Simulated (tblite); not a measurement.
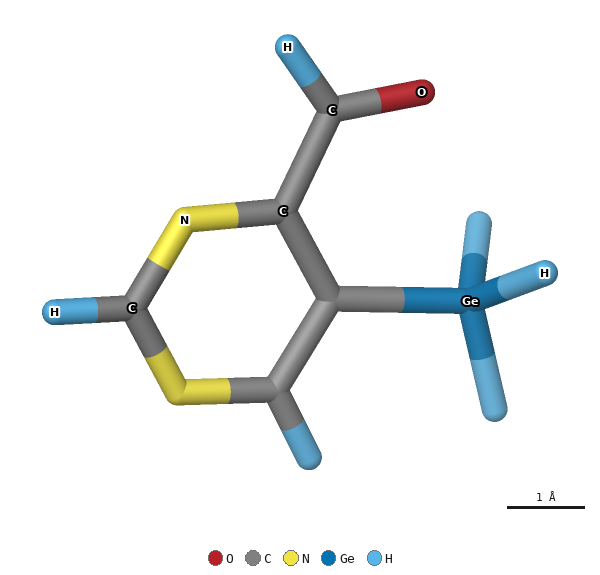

*The structure as given in the input (stick view, seen at a tilt). Sticks mark near contacts.*

Bond lengths as drawn: C–C 1.40 to 1.47 Å, C–Ge 1.94 Å, C–H 1.07 to 1.09 Å, C–N 1.35 to 1.37 Å, C–O 1.27 Å and Ge–H 1.54 to 1.55 Å.

Geometry relaxation of C5H6GeN2O

System: C5H6GeN2O, SMILES O=Cc1ncnc[c]1[GeH3].
Method: GFN2-xTB geometry optimisation, gas phase (tblite 0.8.0).

## Input
```
{"job": {"xc": "GFN2-xTB", "basis": "xTB", "kind": "relax"}, "charge": 0, "multiplicity": 1}
O     -0.726500    -2.558100     0.429100
C     -1.407500    -1.509700     0.650100
C     -0.880500    -0.159900     0.382300
N     -1.717100     0.890600     0.667100
C     -1.354100     2.170500     0.468200
N     -0.141000     2.454700    -0.066200
C      0.733500     1.466100    -0.383900
C      0.393100     0.128400    -0.166100
Ge     1.698500    -1.221400    -0.652600
H     -2.398300    -1.621400     1.085400
H     -2.037700     2.972400     0.706400
H      1.693700     1.717700    -0.795800
H      2.960100    -0.535000    -1.210300
H      1.102700    -2.154700    -1.739400
H      2.076600    -2.032200     0.603800
```

The first line tells a small driver script what to run in tblite; the rest is the geometry in Å.

Run as:
```bash
OMP_NUM_THREADS=1 python <driver script> task.json out
```

## The program's output
```
step      E/eV     max force
  0    -694.93496    4.051
  1    -695.21440    4.627
  2    -695.35995    1.271
  3    -695.42226    0.948
  4    -695.48363    0.477
  5    -695.49671    0.368
  6    -695.51768    0.308
  7    -695.52310    0.340
  8    -695.53311    0.283
  9    -695.53809    0.218
 10    -695.54277    0.211
 11    -695.54642    0.162
 12    -695.54935    0.139
 13    -695.55115    0.105
 14    -695.55254    0.091
 15    -695.55370    0.095
 16    -695.55474    0.078
 17    -695.55565    0.082
 18    -695.55636    0.075
 19    -695.55688    0.055
 20    -695.55723    0.045
 21    -695.55746    0.046
 22    -695.55765    0.037
 23    -695.55765    0.037
 24    -695.55774    0.029
 25    -695.55790    0.032
 26    -695.55795    0.035
 27    -695.55805    0.035
 28    -695.55820    0.023
 29    -695.55825    0.023
 30    -695.55835    0.026
 31    -695.55841    0.023
 32    -695.55846    0.017
 33    -695.55850    0.016
 34    -695.55854    0.017
 35    -695.55856    0.013
 36    -695.55858    0.010
 37    -695.55859    0.010
 38    -695.55860    0.010
 39    -695.55861    0.008
 40    -695.55862    0.007
 41    -695.55863    0.009
 42    -695.55863    0.008
 43    -695.55864    0.006
 44    -695.55864    0.005
 45    -695.55864    0.004
```

## Trajectory as extended XYZ (Å, eV, eV/Å), 12 frames, from step=0 to step=45
```
15
Properties=species:S:1:pos:R:3:forces:R:3 step=0 energy=-694.93496
O    -0.7265   -2.5581    0.4291   -1.7350   3.4750   0.4610
C    -1.4075   -1.5097    0.6501    2.6790  -2.9450  -0.7460
C    -0.8805   -0.1599    0.3823   -0.4420   2.2880  -0.1190
N    -1.7171    0.8906    0.6671    0.0820  -0.0750   0.1170
C    -1.3541    2.1705    0.4682    2.1600  -2.5820  -0.9530
N    -0.1410    2.4547   -0.0662    0.1720  -0.1700   0.0080
C     0.7335    1.4661   -0.3839   -2.5500   0.5960   1.0960
C     0.3931    0.1284   -0.1661   -0.2340  -0.4250   0.1150
Ge    1.6985   -1.2214   -0.6526    0.0580  -1.2710  -0.0120
H    -2.3983   -1.6214    1.0854   -0.1620   0.3410  -0.0090
H    -2.0377    2.9724    0.7064    0.1810  -0.2140  -0.0420
H     1.6937    1.7177   -0.7958    0.0070   0.3310  -0.0540
H     2.9601   -0.5350   -1.2103   -0.4630  -0.1410   0.1930
H     1.1027   -2.1547   -1.7394    0.3610   0.4610   0.5490
H     2.0766   -2.0322    0.6038   -0.1140   0.3300  -0.6050
15
Properties=species:S:1:pos:R:3:forces:R:3 step=4 energy=-695.48363
O    -0.7147   -2.4866    0.4166    0.2950   0.2590  -0.1260
C    -1.3680   -1.5000    0.6453    0.0270   0.0320  -0.0520
C    -0.8937   -0.1182    0.3764    0.1240  -0.0010   0.0060
N    -1.7266    0.8816    0.6790    0.0730  -0.0320  -0.0550
C    -1.3097    2.1102    0.4429    0.2060  -0.3370  -0.0410
N    -0.1357    2.4592   -0.0651   -0.0810  -0.2280   0.0320
C     0.6847    1.4681   -0.3594   -0.0810  -0.1740   0.0410
C     0.3799    0.1177   -0.1630   -0.0410  -0.0910  -0.0280
Ge    1.6899   -1.2764   -0.6486   -0.2370   0.3930   0.1290
H    -2.3842   -1.5884    1.0741    0.1090   0.2390  -0.0460
H    -1.9833    2.9071    0.6886   -0.2360   0.2370   0.0820
H     1.6440    1.7336   -0.7778    0.1240   0.1570  -0.0500
H     2.9153   -0.5508   -1.1915   -0.3050  -0.1020   0.1260
H     1.1258   -2.1314   -1.7071   -0.0440  -0.1840  -0.1300
H     2.0719   -2.0177    0.5677    0.0670  -0.1690   0.1120
15
Properties=species:S:1:pos:R:3:forces:R:3 step=8 energy=-695.53311
O    -0.6615   -2.4477    0.3929   -0.0510   0.0370   0.0150
C    -1.3478   -1.4857    0.6341    0.1510  -0.0610  -0.0410
C    -0.8867   -0.1144    0.3768   -0.0650   0.0890  -0.0120
N    -1.7298    0.8710    0.6800   -0.0850   0.0180   0.0520
C    -1.3128    2.0954    0.4465   -0.0280   0.0530   0.0010
N    -0.1403    2.4344   -0.0619    0.0280   0.1140  -0.0100
C     0.6895    1.4542   -0.3621   -0.0700   0.1630   0.0120
C     0.3766    0.1122   -0.1667    0.0600   0.0690  -0.0070
Ge    1.6497   -1.2748   -0.6293    0.0560  -0.2770  -0.0130
H    -2.3640   -1.5494    1.0642    0.1350  -0.0890  -0.0580
H    -1.9891    2.9042    0.6905   -0.0180  -0.0090   0.0070
H     1.6442    1.7543   -0.7776    0.0340  -0.0190  -0.0140
H     2.8628   -0.5604   -1.1700   -0.0850   0.0400   0.0340
H     1.1278   -2.1483   -1.7092   -0.0330  -0.0640   0.0130
H     2.0769   -2.0370    0.5698   -0.0290  -0.0630   0.0200
15
Properties=species:S:1:pos:R:3:forces:R:3 step=12 energy=-695.54935
O    -0.6327   -2.4375    0.3803    0.0730  -0.0140  -0.0260
C    -1.3201   -1.4786    0.6230   -0.0370   0.0360   0.0050
C    -0.8844   -0.0998    0.3725    0.0590  -0.0280  -0.0060
N    -1.7387    0.8757    0.6849    0.1110   0.0370  -0.0590
C    -1.3211    2.1013    0.4500    0.0310   0.0220  -0.0160
N    -0.1469    2.4443   -0.0593   -0.0080   0.0380  -0.0100
C     0.6895    1.4705   -0.3645    0.0000  -0.0240   0.0240
C     0.3817    0.1241   -0.1686   -0.0080   0.0240  -0.0070
Ge    1.6332   -1.3123   -0.6201   -0.0700   0.1190   0.0190
H    -2.3315   -1.5524    1.0506   -0.0190  -0.1160   0.0160
H    -2.0006    2.9075    0.6947    0.0100   0.0020   0.0020
H     1.6506    1.7615   -0.7799   -0.0840   0.0380   0.0280
H     2.8236   -0.5572   -1.1541    0.0170  -0.0200  -0.0040
H     1.1189   -2.1751   -1.7116   -0.0370  -0.0580   0.0210
H     2.0742   -2.0640    0.5802   -0.0390  -0.0560   0.0150
15
Properties=species:S:1:pos:R:3:forces:R:3 step=16 energy=-695.55474
O    -0.6157   -2.4314    0.3732    0.0130   0.0400  -0.0090
C    -1.3132   -1.4790    0.6195    0.0250  -0.0440  -0.0030
C    -0.8792   -0.0978    0.3711   -0.0610   0.0110   0.0180
N    -1.7287    0.8815    0.6796   -0.0670  -0.0030   0.0320
C    -1.3180    2.1092    0.4476   -0.0150  -0.0120   0.0050
N    -0.1463    2.4558   -0.0613    0.0220  -0.0130   0.0000
C     0.6870    1.4778   -0.3615    0.0090   0.0110  -0.0200
C     0.3835    0.1308   -0.1697   -0.0030  -0.0020   0.0130
Ge    1.6213   -1.3122   -0.6157    0.0510  -0.0360  -0.0170
H    -2.3231   -1.5768    1.0484    0.0160  -0.0270  -0.0070
H    -2.0024    2.9094    0.6962    0.0030   0.0160  -0.0040
H     1.6421    1.7718   -0.7774    0.0590   0.0450  -0.0240
H     2.8161   -0.5603   -1.1505    0.0150  -0.0410  -0.0040
H     1.1095   -2.1910   -1.7040   -0.0100   0.0280   0.0670
H     2.0628   -2.0797    0.5823   -0.0570   0.0260  -0.0460
15
Properties=species:S:1:pos:R:3:forces:R:3 step=20 energy=-695.55723
O    -0.6012   -2.4251    0.3669    0.0100  -0.0090  -0.0040
C    -1.3080   -1.4815    0.6178    0.0080   0.0340  -0.0040
C    -0.8830   -0.0951    0.3725    0.0170   0.0090  -0.0060
N    -1.7331    0.8845    0.6810    0.0030  -0.0050  -0.0020
C    -1.3184    2.1114    0.4474   -0.0140  -0.0150   0.0110
N    -0.1457    2.4577   -0.0612   -0.0220  -0.0120   0.0070
C     0.6893    1.4815   -0.3636   -0.0050  -0.0080   0.0070
C     0.3825    0.1342   -0.1682    0.0020   0.0160  -0.0080
Ge    1.6203   -1.3121   -0.6154   -0.0210   0.0310   0.0060
H    -2.3165   -1.5948    1.0464    0.0210   0.0010  -0.0090
H    -2.0019    2.9132    0.6958    0.0160   0.0050  -0.0090
H     1.6452    1.7840   -0.7790   -0.0200  -0.0260   0.0090
H     2.8173   -0.5699   -1.1504    0.0380  -0.0180  -0.0160
H     1.1014   -2.1954   -1.6897   -0.0260   0.0000  -0.0170
H     2.0472   -2.0846    0.5779   -0.0050  -0.0020   0.0340
15
Properties=species:S:1:pos:R:3:forces:R:3 step=24 energy=-695.55774
O    -0.5987   -2.4238    0.3658    0.0220  -0.0030  -0.0080
C    -1.3058   -1.4803    0.6170    0.0020  -0.0030  -0.0040
C    -0.8830   -0.0939    0.3724    0.0130  -0.0070  -0.0020
N    -1.7346    0.8840    0.6816    0.0110  -0.0040  -0.0040
C    -1.3195    2.1106    0.4482   -0.0030   0.0020   0.0010
N    -0.1471    2.4570   -0.0606   -0.0090   0.0080   0.0030
C     0.6889    1.4822   -0.3634   -0.0090   0.0030   0.0070
C     0.3823    0.1357   -0.1683    0.0040  -0.0020  -0.0060
Ge    1.6199   -1.3101   -0.6153   -0.0110  -0.0140   0.0050
H    -2.3133   -1.5976    1.0451   -0.0020   0.0150   0.0010
H    -2.0005    2.9144    0.6950   -0.0060   0.0060   0.0020
H     1.6448    1.7839   -0.7788   -0.0130  -0.0140   0.0060
H     2.8210   -0.5738   -1.1519    0.0220  -0.0170  -0.0090
H     1.0976   -2.1955   -1.6883   -0.0150   0.0160  -0.0050
H     2.0436   -2.0848    0.5797   -0.0060   0.0140   0.0140
15
Properties=species:S:1:pos:R:3:forces:R:3 step=28 energy=-695.55820
O    -0.5952   -2.4235    0.3645    0.0010  -0.0180   0.0000
C    -1.3034   -1.4809    0.6157   -0.0070   0.0210   0.0050
C    -0.8810   -0.0949    0.3717   -0.0060   0.0150   0.0000
N    -1.7328    0.8829    0.6812   -0.0160  -0.0020   0.0060
C    -1.3209    2.1108    0.4487    0.0010  -0.0040   0.0020
N    -0.1488    2.4584   -0.0598    0.0040  -0.0120  -0.0010
C     0.6867    1.4829   -0.3622    0.0110   0.0040  -0.0080
C     0.3832    0.1356   -0.1694    0.0050   0.0060   0.0010
Ge    1.6203   -1.3113   -0.6151   -0.0080  -0.0080   0.0020
H    -2.3115   -1.5943    1.0442    0.0090  -0.0130  -0.0040
H    -2.0023    2.9147    0.6955   -0.0040  -0.0140   0.0010
H     1.6424    1.7812   -0.7778    0.0130   0.0180  -0.0050
H     2.8254   -0.5814   -1.1536    0.0120  -0.0120  -0.0040
H     1.0921   -2.1914   -1.6904   -0.0050   0.0100   0.0090
H     2.0415   -2.0809    0.5849   -0.0100   0.0100  -0.0030
15
Properties=species:S:1:pos:R:3:forces:R:3 step=32 energy=-695.55846
O    -0.5941   -2.4238    0.3641    0.0040   0.0090  -0.0010
C    -1.3012   -1.4800    0.6150   -0.0030  -0.0140  -0.0010
C    -0.8803   -0.0939    0.3712    0.0070  -0.0110   0.0010
N    -1.7340    0.8820    0.6817    0.0140  -0.0060  -0.0070
C    -1.3217    2.1097    0.4493    0.0020   0.0010  -0.0030
N    -0.1496    2.4577   -0.0592    0.0010   0.0070  -0.0020
C     0.6876    1.4839   -0.3629    0.0000   0.0080   0.0020
C     0.3844    0.1369   -0.1697    0.0020   0.0030  -0.0020
Ge    1.6199   -1.3118   -0.6150   -0.0030   0.0110   0.0010
H    -2.3088   -1.5947    1.0429   -0.0110  -0.0060   0.0060
H    -2.0044    2.9122    0.6962    0.0010   0.0000   0.0010
H     1.6435    1.7836   -0.7781   -0.0020   0.0160   0.0000
H     2.8300   -0.5902   -1.1552   -0.0020  -0.0060   0.0010
H     1.0867   -2.1872   -1.6905   -0.0050  -0.0070   0.0040
H     2.0378   -2.0766    0.5884   -0.0060  -0.0050  -0.0010
15
Properties=species:S:1:pos:R:3:forces:R:3 step=36 energy=-695.55858
O    -0.5928   -2.4237    0.3637   -0.0020  -0.0080   0.0010
C    -1.3010   -1.4809    0.6148    0.0060   0.0040   0.0000
C    -0.8789   -0.0947    0.3710    0.0010   0.0050  -0.0030
N    -1.7326    0.8810    0.6810   -0.0020   0.0020   0.0020
C    -1.3216    2.1091    0.4490    0.0000   0.0040   0.0000
N    -0.1499    2.4588   -0.0593   -0.0010   0.0030   0.0010
C     0.6882    1.4858   -0.3630   -0.0040   0.0040   0.0010
C     0.3856    0.1383   -0.1701    0.0020   0.0000   0.0010
Ge    1.6192   -1.3109   -0.6149    0.0040  -0.0080  -0.0020
H    -2.3091   -1.5963    1.0431    0.0090   0.0000  -0.0040
H    -2.0051    2.9108    0.6967    0.0010   0.0000  -0.0010
H     1.6436    1.7880   -0.7783   -0.0070   0.0020   0.0030
H     2.8319   -0.5951   -1.1558    0.0010   0.0020  -0.0010
H     1.0835   -2.1864   -1.6893   -0.0020  -0.0050   0.0050
H     2.0346   -2.0756    0.5895   -0.0040  -0.0050  -0.0020
15
Properties=species:S:1:pos:R:3:forces:R:3 step=40 energy=-695.55862
O    -0.5926   -2.4246    0.3637    0.0050   0.0050  -0.0010
C    -1.2998   -1.4810    0.6145    0.0010  -0.0010  -0.0020
C    -0.8781   -0.0945    0.3704    0.0020  -0.0010   0.0010
N    -1.7322    0.8810    0.6808   -0.0010  -0.0030  -0.0010
C    -1.3218    2.1093    0.4490   -0.0030   0.0000   0.0020
N    -0.1504    2.4598   -0.0592   -0.0020  -0.0040   0.0010
C     0.6879    1.4869   -0.3628    0.0020   0.0000  -0.0010
C     0.3864    0.1390   -0.1703   -0.0010   0.0000  -0.0010
Ge    1.6196   -1.3115   -0.6151   -0.0030   0.0030   0.0020
H    -2.3077   -1.5967    1.0424    0.0000   0.0050   0.0000
H    -2.0055    2.9106    0.6968   -0.0040   0.0030   0.0010
H     1.6426    1.7903   -0.7779    0.0050   0.0010  -0.0010
H     2.8326   -0.5966   -1.1561    0.0000   0.0000   0.0000
H     1.0818   -2.1874   -1.6879   -0.0010  -0.0040   0.0000
H     2.0326   -2.0766    0.5897    0.0000  -0.0050   0.0010
15
Properties=species:S:1:pos:R:3:forces:R:3 step=45 energy=-695.55864
O    -0.5915   -2.4241    0.3633   -0.0010   0.0030   0.0000
C    -1.2990   -1.4807    0.6140    0.0020   0.0010   0.0000
C    -0.8776   -0.0943    0.3703    0.0000   0.0010  -0.0010
N    -1.7323    0.8806    0.6808    0.0000   0.0010   0.0000
C    -1.3224    2.1092    0.4493    0.0010   0.0000  -0.0010
N    -0.1510    2.4598   -0.0589    0.0000   0.0010   0.0000
C     0.6880    1.4875   -0.3629   -0.0010   0.0000   0.0010
C     0.3868    0.1394   -0.1706    0.0000   0.0000   0.0000
Ge    1.6194   -1.3117   -0.6149   -0.0020  -0.0030   0.0010
H    -2.3069   -1.5958    1.0421    0.0010   0.0000  -0.0010
H    -2.0063    2.9106    0.6970    0.0000  -0.0030   0.0000
H     1.6428    1.7915   -0.7779   -0.0020   0.0000   0.0010
H     2.8327   -0.5973   -1.1563    0.0000  -0.0010   0.0000
H     1.0811   -2.1887   -1.6870    0.0020   0.0010   0.0010
H     2.0317   -2.0780    0.5897    0.0010   0.0000  -0.0020
```

## Key numbers

| quantity | value |
| --- | --- |
| outcome | converged |
| total energy | −695.5586 eV |
| hardware | 1 CPU thread, shared host |
| peak memory | 1.1 GiB |
